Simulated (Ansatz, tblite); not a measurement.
**Cyclo-(Me2GeNH)3 (C6H21Ge3N3): one state, many levels**

Aim: run the singlet of cyclo-(Me2GeNH)3 (C6H21Ge3N3) at one geometry on many levels, and compare frontier levels, spin and run time.

Computed with Ansatz 0.2.0, Gaussian basis. Level: as each input shows.

Levels to be run: GFN1-xTB, GFN2-xTB, PBE-D4/def2-SVP, r2SCAN-D4/def2-SVP, HF/6-31G, B3LYP-D4/6-31G, MP2/def2-SVP.

5 further runs of the same task are left out: 4 that didn't finish, 1 set aside as unsound or not needed. Runs told in other sessions of the task aren't counted.

## Step 1: The relaxed structure

The singlet was relaxed beforehand with PBE-D4/def2-SVP.

33 atoms, charge 0, spin multiplicity 1.

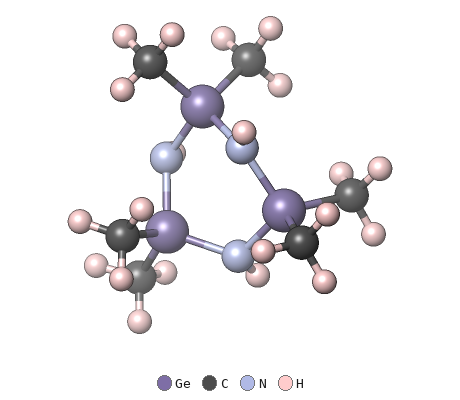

The geometry (germanium purple, carbon dark grey, nitrogen light blue, hydrogen pink).

PBE0-D4/def2-SVP was run before; its log isn't repeated, and its numbers join the tables.

## Step 2: GFN1-xTB

Tight binding, by tblite at 300 K electronic temperature and without a spin-polarisation term:

```python
tblite.interface.Calculator('GFN1-xTB', numbers, positions, charge=0, uhf=0).singlepoint()
```

Energy -1049.6095 eV, HOMO -10.00 eV, LUMO -4.67 eV; 0.045 s.

## Step 3: GFN2-xTB

Tight binding, by tblite at 300 K electronic temperature and without a spin-polarisation term:

```python
tblite.interface.Calculator('GFN2-xTB', numbers, positions, charge=0, uhf=0).singlepoint()
```

Energy -1037.2894 eV, HOMO -9.46 eV, LUMO -3.61 eV; 0.028 s.

## Step 4: PBE-D4/def2-SVP

start.molden holds the orbitals of an earlier run on this state, given as this run's starting guess.

in.yaml reads:

```yaml
crystal:
  periodic: [false, false, false]
  atoms:
    - {symbol: Ge, position_ang: [0.362599, -0.137765, -1.830227]}
    - {symbol: C, position_ang: [-0.257709, -1.382533, -3.217426]}
    - {symbol: C, position_ang: [1.902413, 0.920478, -2.461695]}
    - {symbol: N, position_ang: [-0.985774, 1.021762, -1.286839]}
    - {symbol: Ge, position_ang: [-1.608823, 0.913703, 0.471689]}
    - {symbol: C, position_ang: [-2.582801, 2.572515, 0.864774]}
    - {symbol: C, position_ang: [-2.702536, -0.702607, 0.625900]}
    - {symbol: N, position_ang: [-0.210567, 0.749857, 1.702028]}
    - {symbol: Ge, position_ang: [1.074681, -0.556153, 1.395461]}
    - {symbol: C, position_ang: [2.858469, 0.250992, 1.622940]}
    - {symbol: C, position_ang: [0.831908, -2.107001, 2.574455]}
    - {symbol: N, position_ang: [0.741235, -1.160953, -0.329516]}
    - {symbol: H, position_ang: [-1.131894, -1.951770, -2.845602]}
    - {symbol: H, position_ang: [-0.564941, -0.821867, -4.122201]}
    - {symbol: H, position_ang: [0.543117, -2.094524, -3.501721]}
    - {symbol: H, position_ang: [2.715254, 0.251334, -2.807096]}
    - {symbol: H, position_ang: [2.293302, 1.555436, -1.642293]}
    - {symbol: H, position_ang: [1.608636, 1.576856, -3.306026]}
    - {symbol: H, position_ang: [-0.865084, 1.984673, -1.620400]}
    - {symbol: H, position_ang: [-1.910489, 3.451065, 0.796121]}
    - {symbol: H, position_ang: [-3.006210, 2.534800, 1.887498]}
    - {symbol: H, position_ang: [-3.411668, 2.709383, 0.142712]}
    - {symbol: H, position_ang: [-3.085999, -0.817395, 1.658469]}
    - {symbol: H, position_ang: [-3.553036, -0.666774, -0.082206]}
    - {symbol: H, position_ang: [-2.069619, -1.576909, 0.378045]}
    - {symbol: H, position_ang: [0.181017, 1.650344, 2.000081]}
    - {symbol: H, position_ang: [3.648219, -0.507558, 1.453621]}
    - {symbol: H, position_ang: [2.976976, 0.654543, 2.649064]}
    - {symbol: H, position_ang: [3.005134, 1.076304, 0.898640]}
    - {symbol: H, position_ang: [-0.206439, -2.481681, 2.485979]}
    - {symbol: H, position_ang: [1.532332, -2.923702, 2.307234]}
    - {symbol: H, position_ang: [1.013277, -1.819993, 3.628779]}
    - {symbol: H, position_ang: [0.865031, -2.164871, -0.490272]}
basis:
  gaussian: {orbitals: def2-SVP, initial_orbitals: start.molden}
hamiltonian: {xc: pbe, dispersion: d4}
scf: {omitted_lower_state_checks: [starts]}
output: {forces: true, orbitals: {seedname: orbitals}}
```

Command:

```
$ ansatz run in.yaml --threads 4 --pin off --events-out ev --progress --plain --max-ram 6963MiB
```

The program printed, shortened:

```text
Functional definition: PBE
  name "PBE"
  cite "Perdew, Burke & Ernzerhof, Phys. Rev. Lett. 77, 3865 (1996) doi:10.1103/PhysRevLett.77.3865"
  parent pbe
[...]
3735 factors; their error is unknown
[...]
mean field -180523.27509139 eV, -6634.1079965380 hartree, gradient 2.3e-5 eV, S^2 0.000000; 0 other end points of the search recorded, 0 dependent functions left out
[...]
reference -180523.27515135 eV, -6634.1079987412 hartree; 87, 87 occupied and 240, 240 virtual orbitals, 3735 factors
Total energy: -180524.38611141 eV, -6634.1488257706 hartree
Atom 0 at     0.362599    -0.137765    -1.830227 Å, force     0.004353    -0.005627     0.011889 eV/Å
Atom 1 at    -0.257709    -1.382533    -3.217426 Å, force    -0.000439     0.001027    -0.003796 eV/Å
Atom 2 at     1.902413     0.920478    -2.461695 Å, force    -0.006902     0.003668    -0.000173 eV/Å
Atom 3 at    -0.985774     1.021762    -1.286839 Å, force     0.001274    -0.010332     0.003159 eV/Å
Atom 4 at    -1.608823     0.913703     0.471689 Å, force    -0.009386    -0.006221     0.001578 eV/Å
Atom 5 at    -2.582801     2.572515     0.864774 Å, force     0.000825     0.005693    -0.000877 eV/Å
Atom 6 at    -2.702536    -0.702607     0.625900 Å, force     0.016898    -0.003248    -0.003716 eV/Å
Atom 7 at    -0.210567     0.749857     1.702028 Å, force    -0.015834    -0.004622    -0.006267 eV/Å
[...]
Atom 17 at     1.608636     1.576856    -3.306026 Å, force     0.001741    -0.000106    -0.000081 eV/Å
Atom 18 at    -0.865084     1.984673    -1.620400 Å, force     0.006243     0.004045     0.000705 eV/Å
Atom 19 at    -1.910489     3.451065     0.796121 Å, force     0.000935     0.001659     0.000649 eV/Å
Atom 20 at    -3.006210     2.534800     1.887498 Å, force     0.000869     0.000044     0.000685 eV/Å
Atom 21 at    -3.411668     2.709383     0.142712 Å, force    -0.000829    -0.001113     0.001981 eV/Å
Atom 22 at    -3.085999    -0.817395     1.658469 Å, force    -0.001096     0.002023    -0.002644 eV/Å
Atom 23 at    -3.553036    -0.666774    -0.082206 Å, force    -0.000467     0.002708     0.001715 eV/Å
Atom 24 at    -2.069619    -1.576909     0.378045 Å, force    -0.005120     0.001418    -0.001687 eV/Å
Atom 25 at     0.181017     1.650344     2.000081 Å, force     0.004125     0.002208    -0.000537 eV/Å
Atom 26 at     3.648219    -0.507558     1.453621 Å, force     0.000292    -0.000356    -0.001904 eV/Å
Atom 27 at     2.976976     0.654543     2.649064 Å, force     0.001159     0.000212    -0.002276 eV/Å
Atom 28 at     3.005134     1.076304     0.898640 Å, force    -0.005636    -0.001900    -0.003458 eV/Å
Atom 29 at    -0.206439    -2.481681     2.485979 Å, force    -0.000476     0.000318     0.004342 eV/Å
Atom 30 at     1.532332    -2.923702     2.307234 Å, force     0.002975    -0.004506     0.002514 eV/Å
Atom 31 at     1.013277    -1.819993     3.628779 Å, force    -0.000838    -0.000067     0.004906 eV/Å
Atom 32 at     0.865031    -2.164871    -0.490272 Å, force    -0.002158     0.024287     0.001001 eV/Å
Dipole moment:     0.200502     0.085381    -0.050182 e Å
Checks for a lower state left out: starts
```

Wall time 5.5 s (4 threads of Intel Xeon 6975P-C, shared host); peak memory 0.91 GiB.

From the report: HOMO -4.68 eV, LUMO 0.18 eV.

## Step 5: r2SCAN-D4/def2-SVP

in.yaml, as its differences from that of step 4:

```diff
@@ -38,4 +38,4 @@
   gaussian: {orbitals: def2-SVP, initial_orbitals: start.molden}
-hamiltonian: {xc: pbe, dispersion: d4}
+hamiltonian: {xc: r2scan, dispersion: d4}
 scf: {omitted_lower_state_checks: [starts]}
-output: {forces: true, orbitals: {seedname: orbitals}}
+output: {orbitals: {seedname: orbitals}}
```

The command is unchanged.

The program printed:

```text
Functional definition: r2SCAN
  name "r2SCAN"
  cite "Furness, Kaplan, Ning, Perdew & Sun, J. Phys. Chem. Lett. 11, 8208 (2020) doi:10.1021/acs.jpclett.0c02405"
  cite "Furness, Kaplan, Ning, Perdew & Sun, J. Phys. Chem. Lett. 11, 9248 (2020) doi:10.1021/acs.jpclett.0c03077"
  parent r2scan
  parameter k0 = 0.174
  parameter k1 = 0.065
  parameter a1 = 4.9479
  exchange = r2scan_x(k0 = k0, k1 = k1, a1 = a1)
  correlation = r2scan_c
these checks for a lower state are left out or cut short: starts
3735 factors; their error is unknown
mean field evaluation 1: about -180557.2471 eV, gradient 6.7e0 eV
mean field evaluation 2: about -180557.3406 eV, gradient 8.2e-2 eV
mean field evaluation 4: about -180557.1690 eV, gradient 1.7e-4 eV
mean field -180557.16904247 eV, -6635.3535762660 hartree, gradient 1.9e-5 eV, S^2 0.000000; 0 other end points of the search recorded, 0 dependent functions left out
reference -180557.16906035 eV, -6635.3535769230 hartree; 87, 87 occupied and 240, 240 virtual orbitals, 3735 factors
Total energy: -180557.49231826 eV, -6635.3654564321 hartree
Checks for a lower state left out: starts
```

Wall time 8 s (4 threads of Intel Xeon 6975P-C, shared host); peak memory 0.97 GiB.

Report: HOMO -5.01 eV, LUMO 0.72 eV.

## Step 6: HF/6-31G

in.yaml, as its differences from that of step 5:

```diff
@@ -37,4 +37,4 @@
 basis:
-  gaussian: {orbitals: def2-SVP, initial_orbitals: start.molden}
-hamiltonian: {xc: r2scan, dispersion: d4}
+  gaussian: {orbitals: 6-31G}
+hamiltonian: {xc: hf}
 scf: {omitted_lower_state_checks: [starts]}
```

The command is unchanged.

The program printed:

```text
Functional definition: HF
  name "HF"
  cite "Fock, Z. Phys. 61, 126 (1930) doi:10.1007/BF01340294"
  parent pbe
  exchange = exact_x
  correlation = 0
these checks for a lower state are left out or cut short: starts
2583 factors; integrals over basis functions are off by at most 2.2e-4 eV
mean field evaluation 1: about -180344.5326 eV, gradient 6.2e1 eV
mean field evaluation 2: about -180344.7799 eV, gradient 6.2e1 eV
mean field evaluation 4: about -180353.8062 eV, gradient 5.8e0 eV
mean field evaluation 8: about -180353.9148 eV, gradient 2.6e-1 eV
mean field -180353.91509188 eV, -6627.8841313522 hartree, gradient 2.4e-5 eV, S^2 0.000000; 0 other end points of the search recorded, 0 dependent functions left out
reference -180353.91509188 eV, -6627.8841313522 hartree; 87, 87 occupied and 123, 123 virtual orbitals, 2583 factors
Total energy: -180353.91509188 eV, -6627.8841313522 hartree
Checks for a lower state left out: starts
```

Run time: 4 s. Hardware: 4 threads of Intel Xeon 6975P-C, shared host; peak memory 1 GiB.

HOMO -9.43 eV, LUMO 4.33 eV.

## Step 7: B3LYP-D4/6-31G

in.yaml, as its differences from that of step 6:

```diff
@@ -38,3 +38,3 @@
   gaussian: {orbitals: 6-31G}
-hamiltonian: {xc: hf}
+hamiltonian: {xc: {name: B3LYP}, dispersion: d4}
 scf: {omitted_lower_state_checks: [starts]}
```

Same command.

The program printed, shortened:

```text
Functional definition: B3LYP
  name "B3LYP"
  cite "Stephens, Devlin, Chabalowski & Frisch, J. Phys. Chem. 98, 11623 (1994) doi:10.1021/j100096a001"
  cite "Becke, Phys. Rev. A 38, 3098 (1988) doi:10.1103/PhysRevA.38.3098"
  cite "Lee, Yang & Parr, Phys. Rev. B 37, 785 (1988) doi:10.1103/PhysRevB.37.785"
  cite "Vosko, Wilk & Nusair, Can. J. Phys. 58, 1200 (1980) doi:10.1139/p80-159"
[...]
2583 factors; integrals over basis functions are off by at most 2.2e-4 eV
[...]
mean field -180566.99120050 eV, -6635.7145339159 hartree, gradient 1.9e-5 eV, S^2 0.000000; 0 other end points of the search recorded, 0 dependent functions left out
reference -180566.99159371 eV, -6635.7145483661 hartree; 87, 87 occupied and 123, 123 virtual orbitals, 2583 factors
Total energy: -180568.74693878 eV, -6635.7790561074 hartree
Checks for a lower state left out: starts
```

Run time: 6 s. Hardware: 4 threads of Intel Xeon 6975P-C, shared host; peak memory 1.1 GiB.

HOMO -5.68 eV, LUMO 0.93 eV.

## Step 8: MP2/def2-SVP

in.yaml, as its differences from that of step 7:

```diff
@@ -37,4 +37,4 @@
 basis:
-  gaussian: {orbitals: 6-31G}
-hamiltonian: {xc: {name: B3LYP}, dispersion: d4}
+  gaussian: {orbitals: def2-SVP, initial_orbitals: start.molden}
+correlation: {method: mp2}
 scf: {omitted_lower_state_checks: [starts]}
```

The command is unchanged.

The program printed:

```text
Functional definition: HF
  name "HF"
  cite "Fock, Z. Phys. 61, 126 (1930) doi:10.1007/BF01340294"
  parent pbe
  exchange = exact_x
  correlation = 0
these checks for a lower state are left out or cut short: starts
3358 factors; integrals over basis functions are off by at most 1.1e-3 eV
mean field evaluation 1: about -180353.3456 eV, gradient 3.3e1 eV
mean field evaluation 2: about -180355.2450 eV, gradient 1.6e0 eV
mean field evaluation 4: about -180355.4189 eV, gradient 5.8e-1 eV
mean field evaluation 8: about -180355.4195 eV, gradient 6.1e-6 eV
mean field -180355.41954913 eV, -6627.9394191364 hartree, gradient 6.1e-6 eV, S^2 0.000000; 0 other end points of the search recorded, 0 dependent functions left out
36 core orbitals not correlated: weight in the atoms' cores, before any rotation towards them, 1.000 or more for the frozen orbitals, at most 0.000 for the correlated occupied ones
reference -180355.41954913 eV, -6627.9394191364 hartree; 51, 51 occupied and 240, 240 virtual orbitals, 3358 factors
second order -56.29561663 eV of doubles, -0.00000000 eV of singles
Total energy: -180411.71516575 eV, -6630.0082448888 hartree
Checks for a lower state left out: starts
```

Run time: 13 s. Hardware: 4 threads of Intel Xeon 6975P-C, shared host; peak memory 1.9 GiB.

Hartree-Fock HOMO -9.49 eV, LUMO 3.85 eV.

## Step 9: Comparison

| level | functions | HOMO (eV) | LUMO (eV) | gap (eV) | time |
| --- | --- | --- | --- | --- | --- |
| HF/6-31G | 210 | -9.43 | 4.33 | 13.76 | 4 s |
| PBE-D4/def2-SVP | 327 | -4.68 | 0.18 | 4.87 | 5.5 s |
| r2SCAN-D4/def2-SVP | 327 | -5.01 | 0.72 | 5.73 | 8 s |
| B3LYP-D4/6-31G | 210 | -5.68 | 0.93 | 6.61 | 6 s |
| PBE0-D4/def2-SVP | 327 | -6.09 | 1.02 | 7.10 | 9.5 s |

The pieces so far (eV):

```csv
basis,HF,MP2 correlation,total
def2-SVP,-180355.4195,-56.2956,-180411.7152 (MP2)
```

## Step 10: Binding energy

Free atoms were run apart at each level; binding is atoms less cluster, divided by the number of atoms, without zero-point or spin-orbit terms.

| level | binding an atom (eV) |
| --- | --- |
| HF/6-31G | 2.665 |
| HF/def2-SVP | 2.803 |
| PBE-D4/def2-SVP | 3.915 |
| r2SCAN-D4/def2-SVP | 3.849 |
| B3LYP-D4/6-31G | 3.803 |
| PBE0-D4/def2-SVP | 3.867 |
| MP2/def2-SVP | 3.665 |

## Step 11: What came out

| quantity | value |
| --- | --- |
| gap in def2-SVP, named functionals, smallest and largest | 4.87 eV (PBE-D4), 7.10 eV (PBE0-D4) |
| correlation energy, MP2/def2-SVP | -56.30 eV |
| binding an atom, functionals in def2-SVP | 3.85 (r2SCAN-D4) to 3.91 eV (PBE-D4) |

Orbital gaps of the named functionals in def2-SVP span 4.87 eV (PBE-D4) to 7.10 eV (PBE0-D4); exact exchange widens it.

The slowest run with a step of its own, MP2/def2-SVP, took 13 s; the quickest functional in def2-SVP took 5.5 s (shared host).
